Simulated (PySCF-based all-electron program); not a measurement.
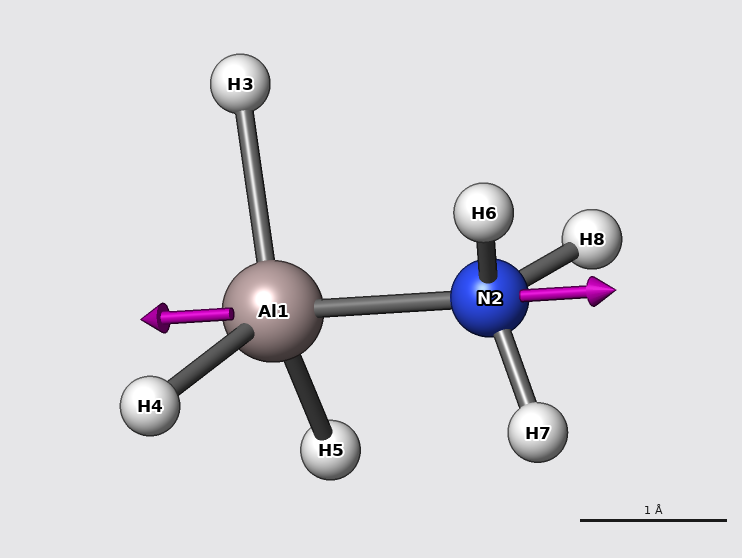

Arrows show the forces on the atoms, 0.1 Å of arrow for 1 eV/Å; forces under a tenth of the largest aren't drawn. Level of theory: r2SCAN, all-electron, scalar-relativistic (spin-free Dirac), large uncontracted Gaussian sets (PySCF-based all-electron program).

> Along which bond is the force strongest?

Al1–N2, now 1.671 Å: the forces push its atoms apart, so a first step downhill lengthens it.

List the force components in the frame of the picture (x right, y up, z towards the viewer), in eV/Å.

```tsv
atom	Fx	Fy	Fz
Al1	−6.32	−0.39	−3.17
N2	6.55	0.41	3.28
H3	−0.19	−0.04	−0.09
H4	−0.18	0.00	−0.12
H5	−0.20	0.00	−0.07
H6	0.24	−0.19	−0.18
H7	0.11	0.33	0.02
H8	−0.02	−0.12	0.33
```
